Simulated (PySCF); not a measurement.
**CH6FGaSi (SMILES F[SiH2][CH2][GaH2]) at 4 levels**

Wanted: a comparison of 4 runs (HF/STO-3G, B3LYP/6-31G*, PBE/6-31G**, PBE0/def2-SVP) of CH6FGaSi. 

The results are computed with PySCF 2.14.0.

### 1 The system as given

CH6FGaSi has 10 atoms, charge 0, and is taken as a singlet. SMILES: `F[SiH2][CH2][GaH2]`. The shape comes from GFN2-xTB, which is rough for such elements, and wasn't checked as a minimum. This is one conformer, not always the lowest.

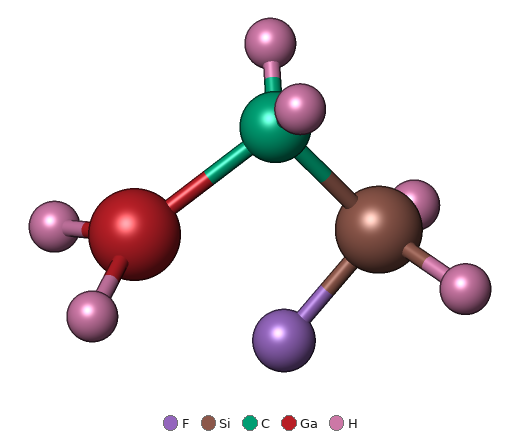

The structure, seen from a chosen angle (fluorine purple, silicon brown, carbon teal, gallium red, hydrogen pink).

### 2 Energy and gradient at HF/STO-3G (run 1)

job.py

```python
import pyscf.grad
from pyscf import gto

mol = gto.M(
    atom='''
F       -1.394310       0.482300       0.706280
Si      -0.412160       1.207980      -0.485920
C        0.877930      -0.155340      -0.620450
Ga       0.038130      -1.300720       0.873510
H       -1.387710       1.367110      -1.555900
H       -0.050230       2.443800       0.194840
H        1.889810       0.209200      -0.429640
H        0.886610      -0.618480      -1.610300
H       -0.925010      -2.493890       0.560410
H        0.476940      -1.141980       2.367160
''',
    verbose=4,
    basis='sto-3g',
    spin=0,
    max_memory=1860,
)

mf = mol.RHF()
mf.conv_tol = 1e-10
mf.kernel()
if not mf.converged:
    mf = mf.newton().run(mf.mo_coeff, mf.mo_occ)

etot = mf.e_tot
print(f'total energy: {etot:.8f} hartree')
grad = mf.Gradients().kernel()
mf.analyze()
```

Launch:

```bash
$ OMP_NUM_THREADS=1 python job.py
```

The log of the run:

```text
PySCF version 2.14.0

[... 74 lines left out ...]
converged SCF energy = -2325.44830388321
[... 16 lines left out ...]
Two-electron Energy =                 1283.455462967093126
[... 6 lines left out ...]
MO #3   energy= -46.6094242859532  occ= 2
[... 4 lines left out ...]
MO #8   energy= -10.9593155113871  occ= 2
[... 4 lines left out ...]
MO #13  energy= -4.04766152875424  occ= 2
[... 4 lines left out ...]
MO #18  energy= -0.873096811323291 occ= 2
[... 4 lines left out ...]
MO #23  energy= -0.489514587428348 occ= 2
[... 4 lines left out ...]
MO #28  energy= -0.327626884645493 occ= 2
[... 4 lines left out ...]
MO #33  energy= -0.231702017465588 occ= 2
[... 4 lines left out ...]
MO #38  energy= 0.522004924554483  occ= 0
[... 4 lines left out ...]
MO #43  energy= 0.775856272447218  occ= 0
[... 17 lines left out ...]
pop of  2 C 2s            1.09581
pop of  2 C 2px           1.03336
pop of  2 C 2py           1.09058
pop of  2 C 2pz           1.08578
pop of  3 Ga 1s           2.00000
pop of  3 Ga 2s           2.00000
pop of  3 Ga 3s           1.99894
pop of  3 Ga 4s           1.12228
pop of  3 Ga 2px          2.00000
pop of  3 Ga 2py          2.00000
pop of  3 Ga 2pz          2.00000
pop of  3 Ga 3px          1.99887
pop of  3 Ga 3py          1.99879
pop of  3 Ga 3pz          1.99897
pop of  3 Ga 4px          0.49768
pop of  3 Ga 4py          0.56485
pop of  3 Ga 4pz          0.82752
pop of  3 Ga 3dxy         1.91005
pop of  3 Ga 3dyz         1.97215
pop of  3 Ga 3dz^2        1.92600
pop of  3 Ga 3dxz         1.97302
pop of  3 Ga 3dx2-y2      1.99609
pop of  4 H 1s            1.13341
pop of  5 H 1s            1.13263
pop of  6 H 1s            0.97522
pop of  7 H 1s            0.97557
pop of  8 H 1s            1.10294
pop of  9 H 1s            1.10430
 ** Mulliken atomic charges  **
charge of    0F =     -0.23432
charge of    1Si =      0.74890
charge of    2C =     -0.30531
charge of    3Ga =      0.21481
charge of    4H =     -0.13341
charge of    5H =     -0.13263
charge of    6H =      0.02478
charge of    7H =      0.02443
charge of    8H =     -0.10294
charge of    9H =     -0.10430
Dipole moment(X, Y, Z, Debye):  0.39412,  2.26746, -1.84572
```

Wall time 3.6 s (1 thread of Intel Xeon at 2.70GHz, shared host); peak memory 0.12 GiB.

### 3 Energy and forces at B3LYP/6-31G(d) (spherical functions) (run 2)

calc.py

```python
from pyscf import gto, dft

system = gto.M(
    atom='''
F     -1.394310     0.482300     0.706280
Si    -0.412160     1.207980    -0.485920
C      0.877930    -0.155340    -0.620450
Ga     0.038130    -1.300720     0.873510
H     -1.387710     1.367110    -1.555900
H     -0.050230     2.443800     0.194840
H      1.889810     0.209200    -0.429640
H      0.886610    -0.618480    -1.610300
H     -0.925010    -2.493890     0.560410
H      0.476940    -1.141980     2.367160
''',
    max_memory=1860,
    verbose=4,
    basis='6-31g*',
    charge=0,
    spin=0,
)

calc0 = dft.RKS(system, xc='b3lyp')
calc0.conv_tol = 1e-10
calc0.grids.level = 5
calc0.kernel()
if not calc0.converged:
    calc0 = calc0.newton().run(calc0.mo_coeff, calc0.mo_occ)

etot = calc0.e_tot
print('E(%s) = %.9f' % ('B3LYP', etot))
grad = calc0.nuc_grad_method().kernel()
calc0.analyze()
```

Launch:

```bash
$ OMP_NUM_THREADS=1 python calc.py
```

The log of the run:

```text
PySCF version 2.14.0

[... 98 lines left out ...]
DFT Exchange-Correlation Energy =     -114.203761727965201
[... 10 lines left out ...]
MO #9   energy= -5.50977330518814  occ= 2
[... 8 lines left out ...]
MO #18  energy= -0.829975492776998 occ= 2
[... 8 lines left out ...]
MO #27  energy= -0.443909478248726 occ= 2
[... 8 lines left out ...]
MO #36  energy= 0.0318095580891105 occ= 0
[... 8 lines left out ...]
MO #45  energy= 0.188413880857715  occ= 0
[... 8 lines left out ...]
MO #54  energy= 0.529001566905537  occ= 0
[... 8 lines left out ...]
MO #63  energy= 0.85572791200556   occ= 0
[... 8 lines left out ...]
MO #72  energy= 1.31354208985759   occ= 0
[... 8 lines left out ...]
MO #81  energy= 2.06094693159024   occ= 0
[... 8 lines left out ...]
MO #90  energy= 3.01191396731168   occ= 0
[... 64 lines left out ...]
pop of  3 Ga 5pz          0.00846
pop of  3 Ga 3dxy         1.99783
pop of  3 Ga 3dyz         1.99846
pop of  3 Ga 3dz^2        1.99761
pop of  3 Ga 3dxz         1.99849
pop of  3 Ga 3dx2-y2      1.99898
pop of  3 Ga 4dxy         0.00262
pop of  3 Ga 4dyz         0.00212
pop of  3 Ga 4dz^2        0.00309
pop of  3 Ga 4dxz         0.00192
pop of  3 Ga 4dx2-y2      0.00125
pop of  3 Ga 5dxy         0.00107
pop of  3 Ga 5dyz         0.00119
pop of  3 Ga 5dz^2        0.00102
pop of  3 Ga 5dxz         0.00093
pop of  3 Ga 5dx2-y2      0.00105
pop of  4 H 1s            1.09195
pop of  4 H 2s            0.00348
pop of  5 H 1s            1.09212
pop of  5 H 2s            0.00349
pop of  6 H 1s            0.86826
pop of  6 H 2s            0.00657
pop of  7 H 1s            0.86870
pop of  7 H 2s            0.00657
pop of  8 H 1s            1.06387
pop of  8 H 2s            0.00215
pop of  9 H 1s            1.06570
pop of  9 H 2s            0.00215
 ** Mulliken atomic charges  **
charge of    0F =     -0.44872
charge of    1Si =      0.88044
charge of    2C =     -0.61441
charge of    3Ga =      0.25769
charge of    4H =     -0.09542
charge of    5H =     -0.09561
charge of    6H =      0.12518
charge of    7H =      0.12473
charge of    8H =     -0.06603
charge of    9H =     -0.06784
Dipole moment(X, Y, Z, Debye):  1.24521,  1.43493, -1.95556
```

It took 47 s on 1 thread of Intel Xeon at 2.70GHz, shared host; peak memory 0.89 GiB.

Run 3 isn't shown in full; the table further down has it.

### 4 Energy and gradient at PBE0/def2-SVP (run 4)

run.py

```python
# F[SiH2][CH2][GaH2]
import pyscf.grad
from pyscf import gto, dft

mol = gto.Mole()
mol.atom = '''
F     -1.394310     0.482300     0.706280
Si    -0.412160     1.207980    -0.485920
C      0.877930    -0.155340    -0.620450
Ga     0.038130    -1.300720     0.873510
H     -1.387710     1.367110    -1.555900
H     -0.050230     2.443800     0.194840
H      1.889810     0.209200    -0.429640
H      0.886610    -0.618480    -1.610300
H     -0.925010    -2.493890     0.560410
H      0.476940    -1.141980     2.367160
'''
mol.basis = 'def2-svp'
mol.max_memory = 1860
mol.verbose = 4
mol.charge = 0
mol.spin = 0
mol.build()

mf = dft.RKS(mol)
mf.xc = 'pbe0'
mf.grids.level = 5
mf.conv_tol = 1e-10
mf.kernel()
if not mf.converged:
    mf = mf.newton().run(mf.mo_coeff, mf.mo_occ)

e_final = mf.e_tot
print('E = %.10f Eh' % e_final)
grad = mf.Gradients().kernel()
mf.analyze()
```

Launch:

```bash
$ OMP_NUM_THREADS=1 python run.py
```

The log of the run:

```text
PySCF version 2.14.0

[... 95 lines left out ...]
Two-electron Energy =                 1270.863016923597115
[... 11 lines left out ...]
MO #8   energy= -10.2318134369669  occ= 2
[... 9 lines left out ...]
MO #18  energy= -0.84928545291897  occ= 2
[... 9 lines left out ...]
MO #28  energy= -0.423698190100626 occ= 2
[... 9 lines left out ...]
MO #38  energy= 0.0800110010251203 occ= 0
[... 9 lines left out ...]
MO #48  energy= 0.311276341097441  occ= 0
[... 9 lines left out ...]
MO #58  energy= 0.538668252000468  occ= 0
[... 9 lines left out ...]
MO #68  energy= 0.898515045252423  occ= 0
[... 9 lines left out ...]
MO #78  energy= 1.55267578268925   occ= 0
[... 9 lines left out ...]
MO #88  energy= 1.87681142856744   occ= 0
[... 9 lines left out ...]
MO #98  energy= 2.3128624203744    occ= 0
[... 9 lines left out ...]
MO #108 energy= 3.43812287492746   occ= 0
[... 82 lines left out ...]
pop of  4 H 2px           0.00236
pop of  4 H 2py           0.00011
pop of  4 H 2pz           0.00214
pop of  5 H 1s            1.08823
pop of  5 H 2s            0.00498
pop of  5 H 2px           0.00031
pop of  5 H 2py           0.00293
pop of  5 H 2pz           0.00139
pop of  6 H 1s            0.86395
pop of  6 H 2s            0.00698
pop of  6 H 2px           0.00094
pop of  6 H 2py           0.00034
pop of  6 H 2pz           0.00017
pop of  7 H 1s            0.86435
pop of  7 H 2s            0.00702
pop of  7 H 2px           0.00009
pop of  7 H 2py           0.00045
pop of  7 H 2pz           0.00090
pop of  8 H 1s            1.07867
pop of  8 H 2s            0.00168
pop of  8 H 2px           0.00086
pop of  8 H 2py           0.00119
pop of  8 H 2pz           0.00013
pop of  9 H 1s            1.08051
pop of  9 H 2s            0.00167
pop of  9 H 2px           0.00020
pop of  9 H 2py           0.00009
pop of  9 H 2pz           0.00190
 ** Mulliken atomic charges  **
charge of    0F =     -0.45905
charge of    1Si =      0.87752
charge of    2C =     -0.63422
charge of    3Ga =      0.32342
charge of    4H =     -0.09772
charge of    5H =     -0.09784
charge of    6H =      0.12762
charge of    7H =      0.12719
charge of    8H =     -0.08254
charge of    9H =     -0.08437
Dipole moment(X, Y, Z, Debye):  1.27199,  1.38456, -1.93778
```

It took 57 s on 1 thread of Intel Xeon at 2.70GHz, shared host; peak memory 1.1 GiB.

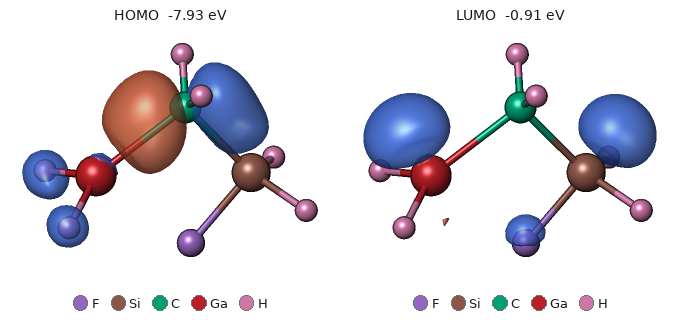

Frontier orbitals of this run, surfaces at ±0.2 Å^-3/2.

### 5 Overview of the runs

```
run                               level  integration grid   energy (Eh)  dipole moment (D)  HOMO energy (eV)  LUMO energy (eV)  wall time
  1                           HF/STO-3G                 –  -2325.448304               2.95             -6.30              6.86      3.6 s
  2  B3LYP/6-31G* (spherical functions)                 5  -2355.714419               2.73             -7.56             -1.10       47 s
  3   PBE/6-31G** (spherical functions)                 5  -2355.041307               2.59             -6.65             -1.73       62 s
  4                       PBE0/def2-SVP                 5  -2354.975818               2.70             -7.93             -0.91       57 s
```

### 6 Outcome

| quantity | value |
| --- | --- |
| run 4: total energy | -2354.97582 Eh |
| run 4: dipole moment | 2.70 D |
| run 4: HOMO energy | -7.93 eV |
| run 4: LUMO energy | -0.91 eV |
| run 4: HOMO–LUMO gap | 7.03 eV |
| run 4: largest force on an atom | 1.626 eV/Å |

**Reading.** The dipole moment (its size) runs from 2.59 D (PBE/6-31G**) to 2.95 D (HF/STO-3G). The two ends differ in method and basis. The HOMO–LUMO gap runs from 4.92 eV (PBE/6-31G**) to 13.17 eV (HF/STO-3G). Totals of different functionals can't be ranked against each other. In run 1 the basis is minimal, so the values are rough. All runs together took 2.8 min, the longest 62 s.
